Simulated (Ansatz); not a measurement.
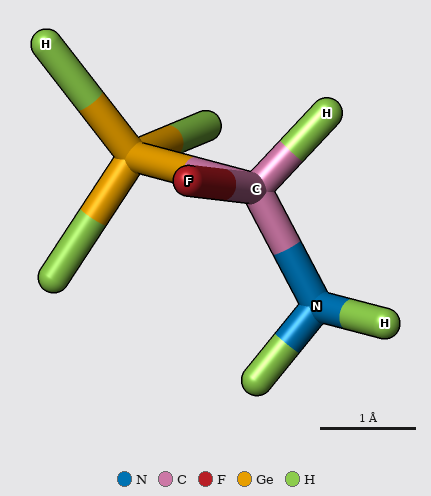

The structure as given in the input (stick view, seen at a tilt). Sticks mark near contacts.

Single-point calculation, with input and output: CH6FGeN

CH6FGeN, computed with RKS PBE-D4/def2-TZVPP (Ansatz 0.2.0).

The geometry comes from this level: PBE0-D4/def2-TZVP. Figures and captions count atoms from 1; the log counts them from 0 in places.

Input file:
```yaml
crystal:
  periodic: [false, false, false]
  atoms:
    - {symbol: N, position_ang: [-0.754211, 1.174967, -0.563449]}
    - {symbol: C, position_ang: [0.331897, 0.630928, 0.137781]}
    - {symbol: F, position_ang: [1.566736, 0.796317, -0.539583]}
    - {symbol: Ge, position_ang: [0.079378, -1.310206, 0.456298]}
    - {symbol: H, position_ang: [-0.928857, 0.721179, -1.449206]}
    - {symbol: H, position_ang: [-0.685398, 2.175513, -0.696791]}
    - {symbol: H, position_ang: [0.452983, 1.162767, 1.085018]}
    - {symbol: H, position_ang: [-0.363830, -1.947458, -0.872335]}
    - {symbol: H, position_ang: [1.397022, -1.938332, 0.928780]}
    - {symbol: H, position_ang: [-1.012519, -1.516774, 1.516587]}
basis:
  gaussian: {orbitals: def2-TZVPP}
hamiltonian: {xc: pbe, dispersion: d4}
output: {forces: true, orbitals: {seedname: orbitals}}
```

Machine: 4 threads of Intel Xeon, 163 GiB of memory available, shared host.

Launch command:
```bash
ansatz run in.yaml --threads 4 --pin off --events-out ev --progress --plain --max-ram 10444MiB
```

What the program printed:
```
Functional definition: PBE
  name "PBE"
  cite "Perdew, Burke & Ernzerhof, Phys. Rev. Lett. 77, 3865 (1996) doi:10.1103/PhysRevLett.77.3865"
  parent pbe
  parameter kappa = 0.804
  parameter beta = 0.06672455060314922
  exchange = pbe_x(kappa = kappa, mu = beta*pi^2/3)
  correlation = pbe_c(beta = beta)
1203 factors; their error is unknown
mean field evaluation 1: about -61838.2328 eV, gradient 7.1e1 eV
mean field evaluation 2: about -61812.0696 eV, gradient 1.2e2 eV
mean field evaluation 4: about -61847.1296 eV, gradient 1.2e1 eV
mean field evaluation 8: about -61847.3395 eV, gradient 2.5e-1 eV
mean field evaluation 16: about -61847.3156 eV, gradient 4.9e-4 eV
mean field -61847.31556348 eV, -2272.8469253419 hartree, gradient 1.2e-5 eV, S^2 0.000000; 0 other end points of the search recorded, 0 dependent functions left out
the calculation of the forces begins
reference -61847.31560102 eV, -2272.8469267214 hartree; 30, 30 occupied and 195, 195 virtual orbitals, 1203 factors
Total energy: -61847.48442321 eV, -2272.8531308224 hartree
Atom 0 at    -0.754211     1.174967    -0.563449 Å, force    -0.265692    -0.061361     0.193239 eV/Å
Atom 1 at     0.331897     0.630928     0.137781 Å, force    -0.312126    -0.043786     0.196107 eV/Å
Atom 2 at     1.566736     0.796317    -0.539583 Å, force     0.689948     0.062510    -0.329192 eV/Å
Atom 3 at     0.079378    -1.310206     0.456298 Å, force    -0.023380    -0.092617     0.042331 eV/Å
Atom 4 at    -0.928857     0.721179    -1.449206 Å, force    -0.077684    -0.151728    -0.309234 eV/Å
Atom 5 at    -0.685398     2.175513    -0.696791 Å, force     0.001692     0.351228    -0.050481 eV/Å
Atom 6 at     0.452983     1.162767     1.085018 Å, force     0.011772     0.105485     0.235377 eV/Å
Atom 7 at    -0.363830    -1.947458    -0.872335 Å, force    -0.041473    -0.064161    -0.131269 eV/Å
Atom 8 at     1.397022    -1.938332     0.928780 Å, force     0.127222    -0.069236     0.044361 eV/Å
Atom 9 at    -1.012519    -1.516774     1.516587 Å, force    -0.110280    -0.036333     0.108761 eV/Å
Dipole moment:    -0.215733     0.133088    -0.027416 e Å
```

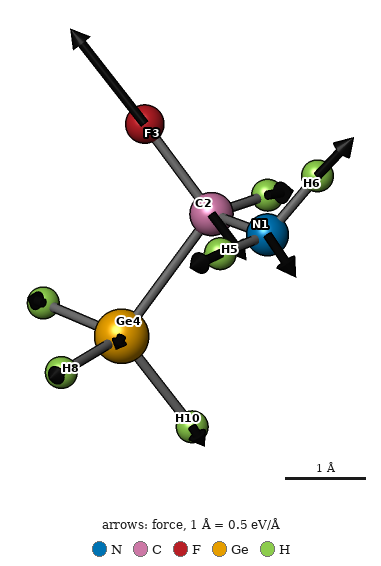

Forces on the atoms as black arrows (ball-and-stick view, seen at a tilt; atoms are numbered from 1 in the order of the input). The largest act on F3 (0.77 eV/Å); C2 (0.37 eV/Å); H5, H6 (0.35 eV/Å); N1 (0.33 eV/Å), among others. The geometry is not a stationary point of this energy.

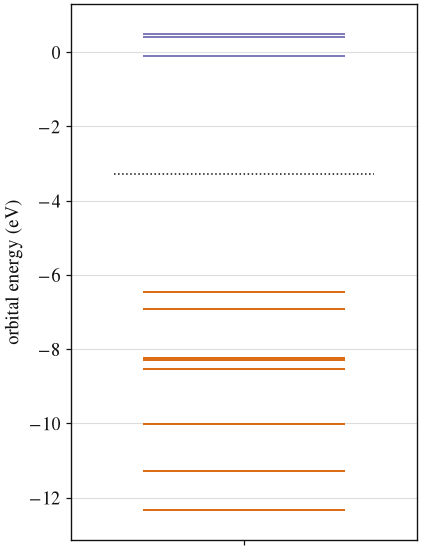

Orbital energies near the frontier; the dotted line parts filled from empty levels, and levels within 0.02 eV of each other stand side by side. Highest filled −6.46 eV, lowest empty −0.10 eV, 6.36 eV apart.

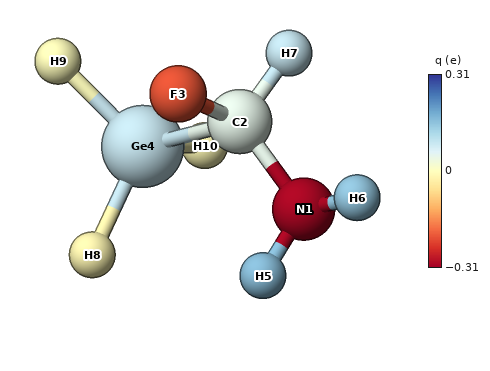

Mulliken charges, as the colour of each atom (ball-and-stick view, seen at a tilt; atoms are numbered from 1 in the order of the input). By element: N −0.30, C +0.05, F −0.21, Ge +0.09 and H −0.02 to +0.16 e.

Results in brief:

```tsv
quantity	value
outcome	converged
total energy	−61847.4844 eV
mean-field energy	−61847.3156 eV
dispersion energy	−0.1688 eV
SCF solution under orbital rotations	stable
HOMO	−6.46 eV
LUMO	−0.10 eV
largest force (length of the vector)	0.767 eV/Å
dipole moment	1.22 D
wall time	1.3 s (CPU time 4.4 s)
peak memory	0.28 GiB
```
